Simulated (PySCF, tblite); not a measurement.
# C2H8B3NO3: geometry, infrared bands and NMR shifts

Aim: predict the infrared bands and NMR shifts of C2H8B3NO3 (`CN(C)B1OBOBO1`).

Programs: tblite 0.8.0 and PySCF 2.14.0, with density-fitted response routines of our own. Each step states its level of theory. These are calculated values for one molecule in the gas phase, unless marked as measured. Atoms are numbered from 0 throughout.

## (1) The molecule as given

17 atoms, charge 0, multiplicity 1; geometry from: force field or distance geometry start.

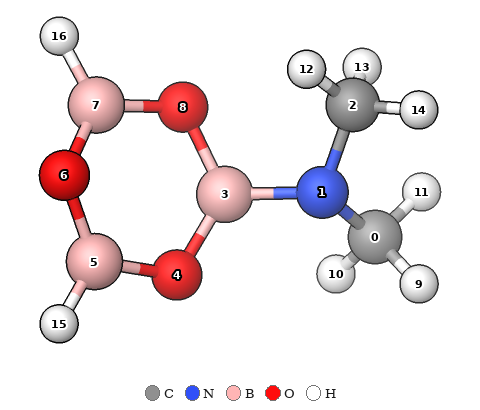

As it starts; carbon grey, nitrogen blue, boron pink, oxygen red, hydrogen white, atoms numbered.

## (2) Relaxing the molecule with GFN2-xTB

What the job is given:

```
{"job": {"kind": "relax", "xc": "GFN2-xTB", "basis": "xTB"}, "charge": 0, "multiplicity": 1}
C     -1.977100     1.148300    -0.261100
N     -0.986300     0.270400     0.256800
C     -1.451400    -1.078400     0.511100
B      0.320100     0.294200    -0.513200
O      1.207600     1.421600    -0.330100
B      2.593900     1.037600    -0.112900
O      3.026400    -0.347300    -0.080800
B      2.197300    -1.224400    -0.869800
O      0.771000    -1.026600    -0.992300
H     -2.360100     1.774300     0.595900
H     -1.598500     1.813000    -1.070200
H     -2.886600     0.605400    -0.649000
H     -0.637400    -1.759200     0.796100
H     -1.944100    -1.458200    -0.423500
H     -2.240200    -1.046500     1.296300
H      3.353500     1.854500     0.322700
H      2.604900    -2.266700    -1.277700
```

Started as:

```bash
$ OMP_NUM_THREADS=1 python probes_run.py task.json out
```

The driver reads the jobs from task.json and runs them one after another.

**Question.** This job is followed by: GFN2-xTB harmonic vibrations, gas phase; GIAO PBE0/pcSseg-1 NMR shielding, non-relativistic, gas phase. Predict these results of the whole session: strongest single infrared mode (GFN2-xTB); zero-point energy (GFN2-xTB); ¹³C shifts against TMS (PBE0/pcSseg-1, means over atoms taken as alike); ¹H shifts against TMS (PBE0/pcSseg-1, means over atoms taken as alike); ¹⁵N shifts against NH3 (PBE0/pcSseg-1); ¹¹B shifts against BF3·OEt2 (PBE0/pcSseg-1, means over atoms taken as alike); ¹⁷O shifts against H2O (PBE0/pcSseg-1, means over atoms taken as alike).

As calculated:

| quantity | value |
| --- | --- |
| strongest single infrared mode (GFN2-xTB) | 1292 cm⁻¹, 1146 km/mol |
| zero-point energy (GFN2-xTB) | 78.1 kcal/mol |
| ¹³C shifts against TMS (PBE0/pcSseg-1, means over atoms taken as alike) | 38.0 ppm |
| ¹H shifts against TMS (PBE0/pcSseg-1, means over atoms taken as alike) | 4.41, 2.98 ppm |
| ¹⁵N shifts against NH3 (PBE0/pcSseg-1) | 75.7 ppm |
| ¹¹B shifts against BF3·OEt2 (PBE0/pcSseg-1, means over atoms taken as alike) | 25.4, 17.4 ppm |
| ¹⁷O shifts against H2O (PBE0/pcSseg-1, means over atoms taken as alike) | 211.9, 182.1 ppm |

**Reading.** The optimisation took 84 steps and gained 2.052 eV; among the close pairs (by a distance rule), N1–B3 changed most, from 1.517 to 1.396 Å. All 45 modes are real, so the xTB geometry is a minimum. The strongest single mode, at 1292 cm⁻¹, is carried by B7, B5, O8, O4. Unscaled tight-binding wavenumbers are off by several per cent, some by more. Its intensities can rank the bands wrongly. At PBE0/pcSseg-1: The largest span, 397 ppm, is at O6, where the paramagnetic term is -269 ppm.
